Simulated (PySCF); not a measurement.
**CH7Sb, SMILES `C.[SbH3]`: what the electrons do**

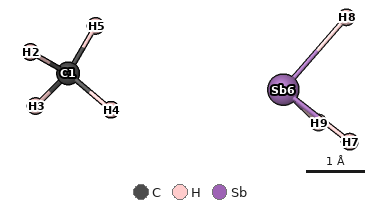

The molecule, with its atoms numbered as below. The pair's geometry is semi-empirical, so its contact may be too short or too long.

Cartesian coordinates (Å):

```
C1       3.4167    0.0000   -0.0001
H2       4.3151   -0.0176    0.6033
H3       3.6860    0.0892   -1.0447
H4       2.8057    0.8472    0.2892
H5       2.8621   -0.9184    0.1536
Sb6     -0.5777   -0.0022   -0.0036
H7      -1.4844    1.2975    0.5665
H8      -1.5571   -1.0327    0.8992
H9      -1.6637   -0.1506   -1.2813
```

## 1. Bonding charge

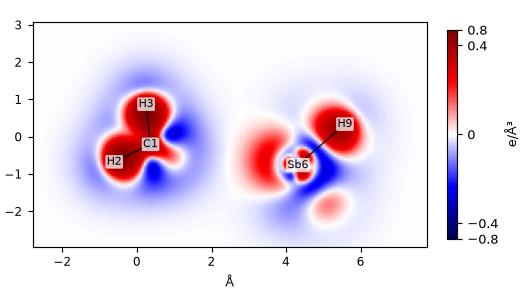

Deformation density (molecule less spherical, spin-averaged free atoms) in the plane of C1, H2, H3, Sb6 and H9; colour scale in e/Å³, logarithmic beyond ±0.1; red: gain, blue: loss.

PySCF calculation, r2SCAN/def2-SVP, gas phase; geometry: GFN2-xTB. Core potentials replace the inner electrons of Sb; spin–orbit coupling isn't included.

Describe the bonding that the map shows.

Answer. C1–H2: +0.65 e/Å³ at the bond critical point (bond length 1.08 Å, Mayer order 1.0). C1–H3: +0.65 e/Å³ at the bond critical point (bond length 1.08 Å, Mayer order 1.0). Sb6–H9: +0.16 e/Å³ at the bond critical point (bond length 1.68 Å, Mayer order 1.0). In all, 1.7 electrons gather in the regions of gain relative to the promolecule.

## 2. Bond critical points

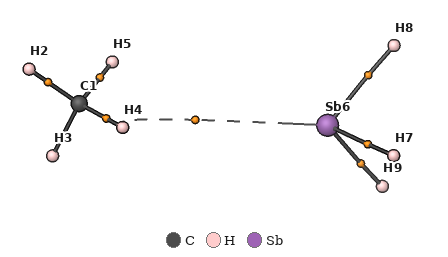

Molecular graph of the electron density (QTAIM): bond paths, bond critical points (orange), ring points (yellow, if any); weak paths are dashed.

How many critical points of each kind are there, and does the count close?

Answer. 9 nuclei, 8 bond, 0 ring and 0 cage critical points: 9 − 8 + 0 − 0 = 1, as the Poincaré–Hopf relation requires.

Give the properties at the bond critical points.

Answer.
```tsv
bond	length (Å)	ρ (a.u.)	∇²ρ (a.u.)	ε	H (a.u.)
C1–H2	1.082	0.276	−1.00	0.00	−0.299
C1–H3	1.082	0.276	−1.00	0.00	−0.298
C1–H5	1.084	0.275	−1.00	0.00	−0.297
C1–H4	1.084	0.275	−1.00	0.00	−0.297
Sb6–H9	1.683	0.119	+0.10	0.02	−0.057
Sb6–H8	1.684	0.118	+0.10	0.02	−0.057
Sb6–H7	1.684	0.118	+0.10	0.02	−0.057
H4–Sb6	3.501	0.004	+0.01	1.12	+0.001
```

What kind of interaction is H4–Sb6?

Answer. Closed-shell (ionic, hydrogen-bonded or van der Waals): ρ = 0.004, ∇²ρ = +0.01, H = +0.001 a.u.

Are there bond paths between atoms that aren't covalently bonded?

Answer. Yes: H4–Sb6 (3.50 Å, ρ = 0.004).

## 3. Local ionisation energy

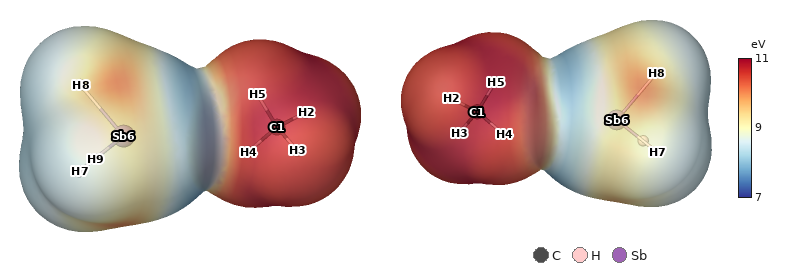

Average local ionisation energy on the surface of electron density 0.001 a.u. (back view left, front view right).

Where are the most loosely bound electrons on this surface?

Answer. The lowest value is 7.6 eV, near Sb6 (2.43 Å), H5 (2.59 Å) and H3 (2.61 Å). Further minima include 7.9 eV, about equally far (2.4 Å) from H4, H5 and Sb6; 8.2 eV, near H9 (1.87 Å) and H7 (2.04 Å), over Sb6 (2.5 Å); 10.4 eV, 1.4 Å from H2. For comparison, the highest occupied orbital lies at −6.7 eV.

The PySCF run shown took 11 s on 1 thread of Intel(R) Xeon(R) Platinum 8488C (Sapphire Rapids), on a shared host.
